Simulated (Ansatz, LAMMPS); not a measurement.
# Electronic structure of amorphous 64SiO2-25Y2O3-11Al2O3 (mol %) (164 atoms)

Wanted: forces, charges and levels of amorphous 64SiO2-25Y2O3-11Al2O3 (mol %) (164 atoms).

Calculated with Ansatz 0.2.0; Kohn-Sham DFT, LDA, PAW (set soft_2), plane waves.

## Step 1: The starting structure

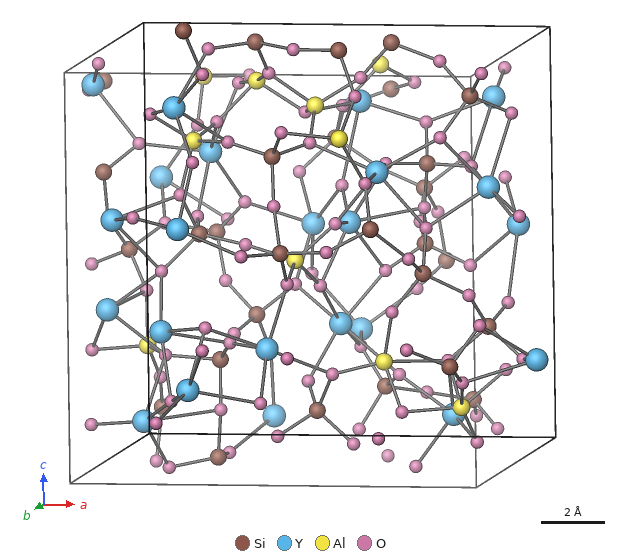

The starting structure, seen slightly off an axis (silicon brown, yttrium blue, aluminium yellow, oxygen pink). Bonds to atoms that aren't drawn are left out. Some periodic images of atoms are drawn too.

The cell holds 164 atoms: 28 Si, 22 Y, 10 Al and 104 O. Its edges and angles: a = 13.147 Å, b = 13.147 Å, c = 13.147 Å, α = 90.0°, β = 90.0°, γ = 90.0°. 164 atoms (28 Si, 22 Er, 10 Al, 104 O) placed at random at 4.5 g/cm³, melted at 5000 K for 10 ps at fixed volume with the Morse and Coulomb pair potential with partial charges (Pedone, Malavasi, Menziani, Cormack and Segre, J. Phys. Chem. B 110, 11780 (2006)). Quenched from 5000 K to 300 K at 1000 K/ps and fixed volume, held 10 ps at zero pressure, then minimised at fixed cell. Then Er was replaced by Y and the cell scaled by 1.01 (the potential has no terms for the new elements, so the cell is a start for a DFT relaxation).

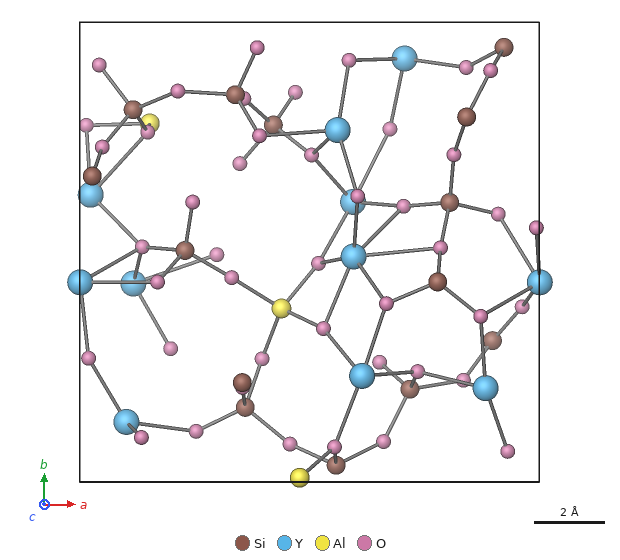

A slice 6 Å thick through the middle of the cell.

Before any run, some limits are plain. The quench rate of 1000 K/ps is many orders above laboratory rates, so the cell is likely richer in defects and strain than a real sample. The starting topology of bonds comes from the classical model, and needn't be the one that DFT or experiment would give. Only the Γ point is sampled, in a cell whose shortest periodic width is 13 Å.

## Step 2: The classical run that made the cell

A classical potential supplies the starting structure, since it reaches far longer times than DFT.

This step: classical MD, Morse and Coulomb pair potential with partial charges (Pedone, Malavasi, Menziani, Cormack and Segre, J. Phys. Chem. B 110, 11780 (2006)) (LAMMPS 22 Jul 2025 - Update 4).

Input file in.lmp:

```
# melt-quench of Si28Er22Al10O104
units metal
atom_style charge
boundary p p p
region box block 0 13.3129 0 13.3129 0 13.3129
create_box 4 box
mass 1 28.0850   # Si
mass 2 167.2590   # Er
mass 3 26.9815   # Al
mass 4 15.9990   # O
create_atoms 1 random 28 422297 NULL overlap 1.5 maxtry 2000
create_atoms 2 random 22 422304 NULL overlap 1.5 maxtry 2000
create_atoms 3 random 10 422311 NULL overlap 1.5 maxtry 2000
create_atoms 4 random 104 422318 NULL overlap 1.5 maxtry 2000
pair_style hybrid/overlay pedone 5.5 coul/long 8.0
pair_coeff * * coul/long
pair_coeff 1 4 pedone 0.340554 2.006700 2.100000 1   # Si-O
pair_coeff 2 4 pedone 0.040448 2.294078 2.837722 3   # Er-O
pair_coeff 3 4 pedone 0.361581 1.900442 2.164818 0.9   # Al-O
pair_coeff 4 4 pedone 0.042395 1.379316 3.618701 22   # O-O
set type 1 charge 2.4
set type 2 charge 1.8
set type 3 charge 1.8
set type 4 charge -1.2
kspace_style pppm 1.0e-4
neigh_modify delay 0 every 1 check yes
thermo_style custom step time temp pe press density
thermo_modify norm yes
timestep 0.002
thermo 100
min_style cg
minimize 1e-4 1e-4 200 2000
reset_timestep 0
velocity all create 5000 422298 mom yes dist gaussian
# [... 14 lines left out ...]
thermo 1666
fix md all npt temp 300 300 0.2 iso 0 0 2
run 5000 post no
unfix md
thermo 100
min_style cg
minimize 0 1e-3 2000 20000
write_dump all custom glass.dump id type xs ys zs modify sort id
```

On the command line:

```console
$ lmp -in in.lmp -log none -nocite
```

Log:

```text
LAMMPS (22 Jul 2025 - Update 4)
Created orthogonal box = (0 0 0) to (13.3129 13.3129 13.3129)
Created 28 atoms
Created 22 atoms
Created 10 atoms
Created 104 atoms
PPPM initialization ...
  G vector (1/distance) = 0.38455075
  grid = 15 15 15
  estimated relative force accuracy = 5.1709142e-05
   Step          Time           Temp          PotEng         Press         Density
         0   0              0             -3.7964293      609466.98      4.5039826
       100   0.2            0             -14.579112     -18438.77       4.5039826
Loop time of 0.306887 s on 1 MPI rank(s) for 100 steps with 164 atoms
Minimization stats:
  Stopping criterion = energy tolerance
[... 37 lines left out ...]
     13328   26.656         292.84313     -14.693179      2885.8973      4.8220398
     13350   26.7           326.28593     -14.697423     -651.50905      4.818016
Loop time of 12.0844 s on 1 MPI rank(s) for 5000 steps with 164 atoms
   Step          Time           Temp          PotEng         Press         Density
     13350   26.7           326.28593     -14.697424     -651.33349      4.818016
     13368   26.736         326.28593     -14.732791     -1560.5904      4.818016
Loop time of 0.138226 s on 1 MPI rank(s) for 18 steps with 164 atoms
Minimization stats:
  Stopping criterion = linesearch alpha is zero
  Energy initial, next-to-last, final =
     -14.6974237510951  -14.7327912621077  -14.7327912621077
  Force two-norm initial, final = 15.092614 0.46412898
  Iterations, force evaluations = 18 67
```

Elapsed: 28 s, on 1 thread of AMD EPYC 7571, shared host; peak memory 0.081 GiB.

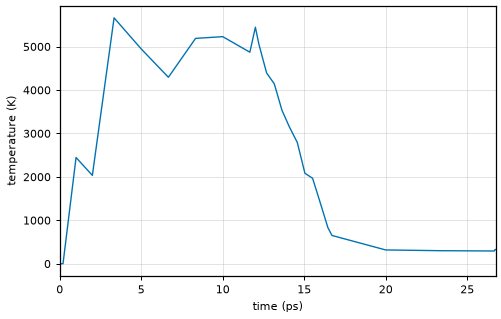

Temperature against time.

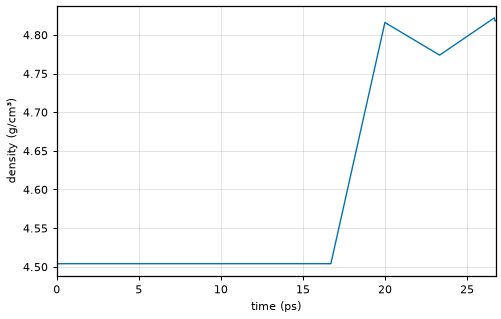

Density, plotted against time.

## Step 3: Plane-wave single point

One self-consistent run at the given positions yields energy and forces.

Input file input.yaml:

```yaml
crystal:
  lattice:
    - [13.14731, 0.0, 0.0]
    - [0.0, 13.14731, 0.0]
    - [0.0, 0.0, 13.14731]
  atoms:
    - { symbol: Si, position: [0.63427, 0.84123, 0.8284] }
    - { symbol: Si, position: [0.5122, 0.49751, 0.12167] }
    - { symbol: Si, position: [0.74984, 0.04089, 0.17451] }
    - { symbol: Si, position: [0.09777, 0.00116, 0.98084] }
    - { symbol: Si, position: [0.72636, 0.72789, 0.21095] }
    - { symbol: Si, position: [0.22921, 0.50368, 0.54949] }
    - { symbol: Si, position: [0.79137, 0.93829, 0.96056] }
    - { symbol: Si, position: [0.30674, 0.69947, 0.03074] }
    - { symbol: Si, position: [0.80519, 0.60814, 0.5441] }
    - { symbol: Si, position: [0.77907, 0.43524, 0.71765] }
    - { symbol: Si, position: [0.71871, 0.20192, 0.42082] }
    - { symbol: Si, position: [0.92336, 0.94568, 0.54538] }
    - { symbol: Si, position: [0.35391, 0.21623, 0.70352] }
    - { symbol: Si, position: [0.84208, 0.7941, 0.70277] }
    - { symbol: Si, position: [0.95749, 0.80571, 0.19029] }
    - { symbol: Si, position: [0.32355, 0.25092, 0.98673] }
    - { symbol: Si, position: [0.89828, 0.30753, 0.30702] }
    - { symbol: Si, position: [0.11637, 0.80997, 0.54821] }
    - { symbol: Si, position: [0.36034, 0.16236, 0.461] }
    - { symbol: Si, position: [0.29763, 0.61115, 0.25735] }
    - { symbol: Si, position: [0.22682, 0.98508, 0.18748] }
    - { symbol: Si, position: [0.55801, 0.03647, 0.50601] }
    - { symbol: Si, position: [0.49472, 0.07961, 0.94672] }
    - { symbol: Si, position: [0.42152, 0.77678, 0.38826] }
    - { symbol: Si, position: [0.82818, 0.13982, 0.84686] }
    - { symbol: Si, position: [0.65539, 0.23579, 0.98635] }
    - { symbol: Si, position: [0.33903, 0.84267, 0.59647] }
    - { symbol: Si, position: [0.02746, 0.66556, 0.71755] }
    - { symbol: "Y", position: [0.00122, 0.43442, 0.57215] }
    - { symbol: "Y", position: [0.14409, 0.24401, 0.13596] }
    - { symbol: "Y", position: [0.23181, 0.98259, 0.74583] }
    - { symbol: "Y", position: [0.11036, 0.19775, 0.81765] }
    [... 126 atom lines left out ...]
    - { symbol: O, position: [0.93754, 0.17826, 0.81059] }
    - { symbol: O, position: [0.83425, 0.02421, 0.88709] }
    - { symbol: O, position: [0.34372, 0.00906, 0.18657] }
    - { symbol: O, position: [0.81895, 0.01028, 0.27156] }
    - { symbol: O, position: [0.50462, 0.71144, 0.45508] }
    - { symbol: O, position: [0.20682, 0.96696, 0.05316] }
kpoints:
  mp_grid: { grid: [1, 1, 1] }
hamiltonian:
  xc: lda
scf:
  occupations: { method: fermi_dirac, width: 0.05 }
output:
  forces: true
  stress: true
  populations: true
  dos:
    method: { smearing: { sigma: 0.15 } }
    de: 0.1
    projected: { site_lists: { Al: [Al], O: [O], Si: [Si], "Y": ["Y"] } }
  eigenvalues: true
  write_density: true
  write_potential: true
  volumetric_format: npy
```

On the command line:

```console
$ ansatz run input.yaml --threads 8 --pin off --max-ram 15872MiB --backend cpu --events-out ev --progress --plain --runs-dir out
```

Log:

```text
Engine: ansatz 0.2.0, x86_64-unknown-linux-gnu
Pseudopotentials: kind: paw
Pseudopotential: Si, paw, valence charge 4, recommended cutoff 420 eV (normal), Si.paw.azcp
Pseudopotential: Y, paw, valence charge 11, recommended cutoff 420 eV (normal), Y.paw.azcp
Pseudopotential: Al, paw, valence charge 3, recommended cutoff 420 eV (normal), Al.paw.azcp
Pseudopotential: O, paw, valence charge 6, recommended cutoff 420 eV (normal), O.paw.azcp
[... 3 lines on functional and potentials left out ...]
Crystal: 164 atoms, lattice volume = 2272.536 Å³
Basis set: ecut = 420 eV, 44299 PW (Γ)
Bands: 668, of which v1, the nominal top of the filled ones, is band 504 counted from 1 (503 counted from 0)
Symmetry: 1 space group operations
Space group: P1 (ITA 1), of the structure as read, at distance tolerance 1.3e-4 Å
k-points: 1
[... 13 lines on functional and potentials left out ...]
Initial density: superposition of atomic densities (neutral atoms: chi_scale 0, normalization atom), corrected by the library's trained network
Initial wavefunctions: pseudopotential atomic-orbital guess
Functional: x = slater, c = lda
SCF iter   1: F=—  HF=-162552.963321 eV  |F-HF|=—  |Δ(HF+E_count)|=         —  Δρ=1.45e-2  dr2=4.54e0  ethr=1.77e-3  ⟨swp⟩=7.0  Hψ=3229  notcnv=0  defer=40
preconditioner: auto → Resta (q_TF=auto, 2.383 Å⁻¹)  ε∞=3.6  [insulator: Δε(μ)=2.587 eV  Ē_g=15.039 eV  σ=0.050 eV  W_gap=1.00  n_scr=484 (ndim 8)  ℏωp=24.2 eV  f_vac=0.106  D(μ)=0.00/eV (n_scr^D=0)  ε∞_Penn≈3.6]
SCF iter   2: F=—  HF=-162551.789368 eV  |F-HF|=—  |Δ(HF+E_count)|=    1.17e0  Δρ=4.82e-3  dr2=2.49e-1  ethr=4.50e-4  ⟨swp⟩=2.0  Hψ=1098  notcnv=0  defer=157
SCF iter   3: F=—  HF=-162551.731342 eV  |F-HF|=—  |Δ(HF+E_count)|=   5.80e-2  Δρ=2.01e-3  dr2=6.39e-2  ethr=2.47e-5  ⟨swp⟩=2.0  Hψ=841  notcnv=0  defer=157
SCF iter   4: F=—  HF=-162551.720924 eV  |F-HF|=—  |Δ(HF+E_count)|=   1.04e-2  Δρ=1.24e-3  dr2=3.28e-2  ethr=6.34e-6  ⟨swp⟩=2.0  Hψ=835  notcnv=0  defer=157
SCF iter   5: F=—  HF=-162551.713664 eV  |F-HF|=—  |Δ(HF+E_count)|=   7.26e-3  Δρ=2.14e-4  dr2=1.39e-3  ethr=3.26e-6  ⟨swp⟩=2.0  Hψ=831  notcnv=0  defer=157
SCF iter   6: F=—  HF=-162551.713636 eV  |F-HF|=—  |Δ(HF+E_count)|=   2.77e-5  Δρ=1.20e-4  dr2=3.62e-4  ethr=1.38e-7  ⟨swp⟩=2.0  Hψ=926  notcnv=0  defer=157
SCF iter   7: F=—  HF=-162551.713698 eV  |F-HF|=—  |Δ(HF+E_count)|=   6.24e-5  Δρ=4.79e-5  dr2=5.65e-5  ethr=3.59e-8  ⟨swp⟩=2.0  Hψ=835  notcnv=0  defer=157
SCF iter   8: F=—  HF=-162551.714319 eV  |F-HF|=—  |Δ(HF+E_count)|=   6.21e-4  Δρ=1.91e-5  dr2=9.39e-6  ethr=5.60e-9  ⟨swp⟩=2.0  Hψ=991  notcnv=0  defer=157
SCF iter   9: F=—  HF=-162551.714321 eV  |F-HF|=—  |Δ(HF+E_count)|=   2.03e-6  Δρ=8.88e-6  dr2=1.95e-6  ethr=9.31e-10  ⟨swp⟩=2.0  Hψ=844  notcnv=0  defer=157
SCF iter  10: F=—  HF=-162551.714322 eV  |F-HF|=—  |Δ(HF+E_count)|=   3.53e-7  Δρ=6.16e-6  dr2=8.37e-7  ethr=1.94e-10  ⟨swp⟩=2.0  Hψ=906  notcnv=0  defer=157
SCF iter  11: F=-162551.714322 eV  HF=-162551.714322 eV  |F-HF|=1.11e-9  |Δ(HF+E_count)|=   1.95e-8  Δρ=1.79e-6  dr2=9.40e-8  ethr=9.92e-12  ⟨swp⟩=16.0  Hψ=5747  notcnv=0
SCF 1 converged in 11 iterations: F = -162551.714322 eV  dr2 = 9.40e-8
  greatest PAW one-centre occupation: 0.993 electrons in one spin orbital (limit 2), on the Y atom at site 34 (counted from 0), in its partial waves of l = 0
SCF converged after 11 iterations
Free energy (F): -162551.714322 eV
Harris-Foulkes:  -162551.714322 eV  (|F-HF|=1.11e-9)
Internal energy: -162551.714322 eV  (E = F + TS)
E sigma→0 (E₀):  -162551.714322 eV
Fermi energy:    6.734851 eV
--- Per-component energies (eV) ---
  E_band       = -5273.645806
  E_kinetic    = 26524.478915
  E_local      = -64627.411282  (includes V_loc(G=0)·N_el)
  E_nonlocal   = 7182.578130
  E_hartree    = 23332.088662
  E_xc         = -13301.010102
  E_vxc        = -15751.318583  (∫ρ·V_xc dr)
  E_paw        = -93348.281615  (= ΣΔE_a)
  E_vpaw       = -5266.402766  (= ΣTr[D̂ρ^β])
  E_aug_tail   = 0.267280  (compensation charges beyond the density's cutoff)
  E_ewald      = -48334.673457
  E_core_change = 20.249148  (= ΣΔE_core)
  E_smearing   = -0.000000  (= −TS)
  E_closure    = 0.000000  (closes the sum)
  Σ components = -162551.714322   (vs F -162551.714322, Δ=0.00e0)
--- Forces (eV/Å), atoms counted from 1 ---
  atom   1  Si     2.54298415    -0.18332609     0.92657339
  atom   2  Si     0.00315037     0.25567273    -0.19486638
  atom   3  Si     0.54028444     0.39938673     0.09020831
  atom   4  Si     0.57012711    -0.06487771     1.01263124
  atom   5  Si     1.03076976    -0.20771469    -1.11328043
  atom   6  Si     0.26671937     0.26571055     0.26483637
  atom   7  Si    -1.87007717    -0.42233775    -0.16032539
  atom   8  Si    -1.05569937     0.03728766     0.32873792
  atom   9  Si     0.13492054     0.17080619     1.06725638
  atom  10  Si    -0.26559514     0.06645079    -0.59627917
  atom  11  Si     0.21162946     0.72586234    -0.85514587
  atom  12  Si    -0.24010223    -1.47543740     0.62363186
  atom  13  Si     0.19035662    -0.22413634    -0.45596510
  atom  14  Si     0.42199793    -0.70943564    -1.44021375
[...]
atom 163  O      0.61355251     0.03638649     0.01778088
  atom 164  O      0.23633175     0.10685949     0.13415036
  max |Σ_I F_I| component: 1.09e-4 eV/Å
--- Stress (GPa, compression-positive) ---
       -7.493098      -0.003569       0.076772
       -0.003569      -5.364293       0.541935
        0.076772       0.541935      -6.648644
  P = ⅓ Tr σ = -6.5020 GPa (-65.020 kbar)
--- Band table (eV) ---
  k-point 0: bands = ["-36.3233", "-36.3222", "-36.2524", "-36.2102", [... 652 levels ...], "13.3628", "13.3843", "13.4205", "13.4648", "13.4886", "13.4964", "13.5388", "13.5568", "13.5818", "13.6198", "13.6410", "13.6625"]
--- Löwdin populations: 164 sites ---
  site symbol       q [e]
     0     Si      2.3056
     1     Si      2.3916
     2     Si      2.3671
[...]
163      O      6.7419
  spilling = 0.008995 (of n_electrons = 1008.000000)
```

The job ended after 1.7 min (8 threads of AMD EPYC 7571, shared host; peak memory 3.7 GiB; 13 min of CPU time).

In the SCF lines HF is the Harris–Foulkes energy and dr2 the Hartree energy of the density residual, in eV; the loop may stop once dr2 is under the threshold and the program's other checks hold. Hψ counts applications of the Hamiltonian.

Numbers from this run:

```yaml
free_energy: -162551.7143 eV
free_energy_per_atom: -991.1690 eV/atom
scf_cycles: 11
pressure: -6.502 GPa
r_m_s_force_component: 0.7113 eV/Å
longest_force: 2.713 eV/Å
fermi_energy: 6.735 eV
spacing_of_highest_filled_and_lowest_empty_level: 2.764 eV
spilling_of_the_projection: 0.008995
```

Neighbours are counted within 2.12 Å (O-Si), 3.00 Å (O-Y), 2.33 Å (O-Al).

Length of the force by element and coordination:

| element | coordination | atoms | mean length of the force (eV/Å) | spread | least | most |
| --- | --- | --- | --- | --- | --- | --- |
| Al | all | 10 | 1.00 | 0.393 | 0.308 | 1.60 |
| Al | 4 | 8 | 1.09 | 0.354 | 0.554 | 1.60 |
| Al | 5 | 2 | 0.654 | 0.347 | 0.308 | 1.00 |
| O | all | 104 | 1.06 | 0.501 | 0.192 | 2.37 |
| O | 2 | 34 | 0.997 | 0.577 | 0.230 | 2.37 |
| O | 3 | 64 | 1.10 | 0.46 | 0.192 | 2.11 |
| O | 4 | 5 | 1.02 | 0.385 | 0.657 | 1.69 |
| O | 5 | 1 | 0.581 | 0 | 0.581 | 0.581 |
| Si | all | 28 | 1.28 | 0.552 | 0.322 | 2.71 |
| Y | all | 22 | 1.27 | 0.499 | 0.534 | 2.51 |
| Y | 4 | 1 | 1.92 | 0 | 1.92 | 1.92 |
| Y | 5 | 4 | 1.43 | 0.0897 | 1.33 | 1.56 |
| Y | 6 | 12 | 1.12 | 0.486 | 0.534 | 2.51 |
| Y | 7 | 5 | 1.38 | 0.592 | 0.703 | 2.28 |

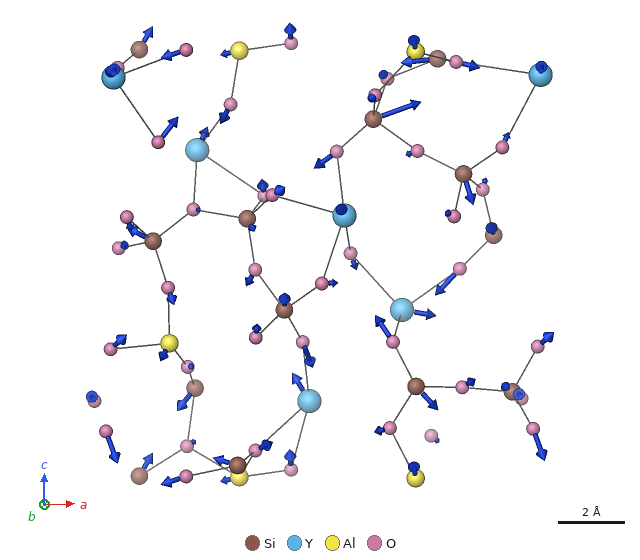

Forces as arrows; the longest in the cell is 2.71 eV/Å. Drawn is a slice 4 Å thick, seen along the normal of the ac plane. Bonds to atoms that aren't drawn are left out.

Löwdin charges by element and coordination (they lack the spilled electrons, 0.055 e an atom on average):

| element | coordination | atoms | mean charge (e) | spread | least | most |
| --- | --- | --- | --- | --- | --- | --- |
| Al | all | 10 | 1.27 | 0.0384 | 1.20 | 1.34 |
| Al | 4 | 8 | 1.27 | 0.0413 | 1.20 | 1.34 |
| Al | 5 | 2 | 1.25 | 0.0054 | 1.24 | 1.25 |
| O | all | 104 | -0.753 | 0.0317 | -0.820 | -0.644 |
| O | 2 | 34 | -0.773 | 0.0207 | -0.820 | -0.743 |
| O | 3 | 64 | -0.746 | 0.0297 | -0.808 | -0.644 |
| O | 4 | 5 | -0.712 | 0.0392 | -0.762 | -0.659 |
| O | 5 | 1 | -0.745 | 0 | -0.745 | -0.745 |
| Si | all | 28 | 1.67 | 0.0309 | 1.61 | 1.73 |
| Y | all | 22 | 1.27 | 0.0737 | 1.08 | 1.42 |
| Y | 4 | 1 | 1.31 | 0 | 1.31 | 1.31 |
| Y | 5 | 4 | 1.35 | 0.0563 | 1.29 | 1.42 |
| Y | 6 | 12 | 1.27 | 0.0404 | 1.21 | 1.35 |
| Y | 7 | 5 | 1.20 | 0.0856 | 1.08 | 1.30 |

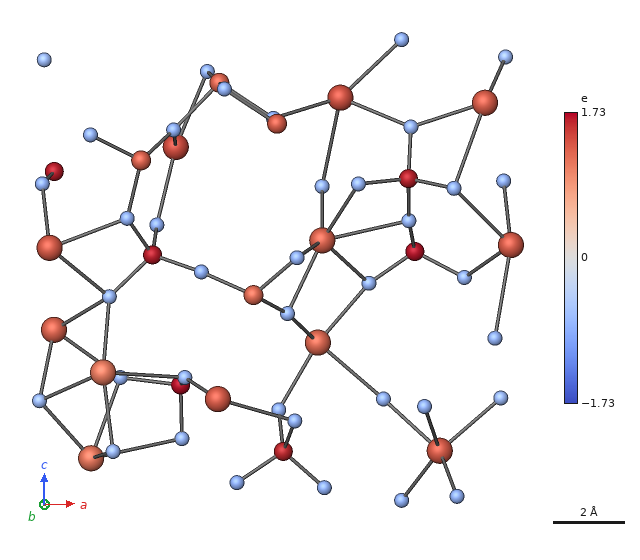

Atoms coloured by Löwdin charge. Drawn is a slice 4 Å thick, seen along the normal of the ac plane. Bonds to atoms that aren't drawn are left out.

States in the cell by windows of 1 eV, zero at the Fermi level; the larger projections on atomic orbitals stand beside the total:

| from (eV) | to (eV) | total | O p | Y d | Si p |
| --- | --- | --- | --- | --- | --- |
| -14 | -12 | 0.0 | 0.0 | 0.0 | 0.0 |
| -12 | -11 | 6.0 | 3.9 | 0.0 | 0.3 |
| -11 | -10 | 13.3 | 8.9 | 0.1 | 0.8 |
| -10 | -9 | 21.4 | 15.0 | 0.2 | 2.0 |
| -9 | -8 | 26.2 | 19.2 | 0.4 | 2.9 |
| -8 | -7 | 46.8 | 34.8 | 1.6 | 4.7 |
| -7 | -6 | 75.2 | 58.4 | 3.2 | 6.2 |
| -6 | -5 | 99.1 | 82.8 | 4.9 | 4.0 |
| -5 | -4 | 124.2 | 108.9 | 7.0 | 2.2 |
| -4 | -3 | 125.9 | 114.7 | 5.7 | 1.4 |
| -3 | -2 | 74.8 | 69.3 | 2.7 | 0.6 |
| -2 | -1 | 11.3 | 10.6 | 0.3 | 0.1 |
| -1 | 1 | 0.0 | 0.0 | 0.0 | 0.0 |
| 1 | 2 | 5.7 | 0.4 | 2.6 | 0.1 |
| 2 | 3 | 39.1 | 3.4 | 26.6 | 1.0 |
| 3 | 4 | 80.7 | 7.5 | 55.0 | 2.8 |
| 4 | 5 | 71.8 | 7.1 | 41.1 | 4.5 |

Between -26 and -14 eV lie 340 more states.

About 44 of the 1008 electrons lie in deeper levels, below the stored range.

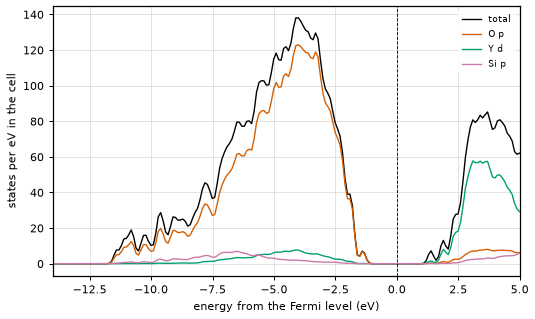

Total and projected density of states, with the broadening of the input.

The levels nearest the highest filled one (over half full), pooled over k-points and spins:

| level less the highest filled one (eV) | occupation |
| --- | --- |
| -0.563 | 2 |
| -0.489 | 2 |
| -0.480 | 2 |
| -0.436 | 2 |
| -0.404 | 2 |
| 0 | 2 |
| 2.76 | 0 |
| 3.22 | 0 |
| 3.32 | 0 |
| 3.61 | 0 |
| 3.70 | 0 |
| 3.72 | 0 |

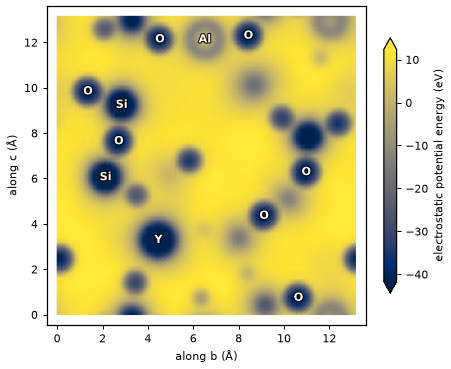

Electrostatic potential energy in the bc plane at fractional x = 0.359, with atoms of Si and Y and Al and O within 0.2 Å of it. With pseudopotentials it is smooth inside the atoms' cores, unlike the true potential.

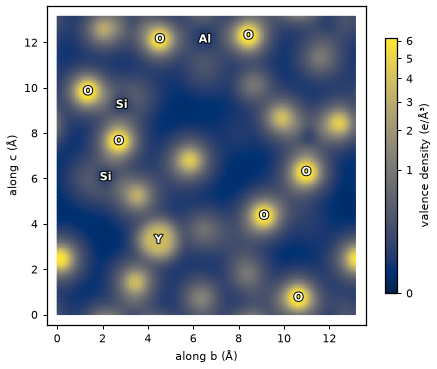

Valence density in the bc plane at fractional x = 0.359, with atoms of Si and Y and Al and O within 0.2 Å of it. It is the smooth field of the valence electrons, not physical close to the nuclei. The colour scale is stretched toward low values.

Mean Löwdin charges: Al +1.27, O -0.75, Si +1.67, Y +1.27 e (they miss 0.90 % of the electrons, so they add up to more than the cell's charge). The largest share in the top eV of filled states is O p (95 % of the projected weight), and in the lowest eV of empty states Y d (55 % of the projected weight).

[end of part 1 of 2]

[Logs are printed without paths, hosts, clocks, repeated set-up lines and the standing remarks that a program may print on its own settings, such as how far it seeks lower states.]

[Hosts, paths, dates, database ids (printed as entryN), source tags and the programs' standing remarks are cut or masked in the printed files.]
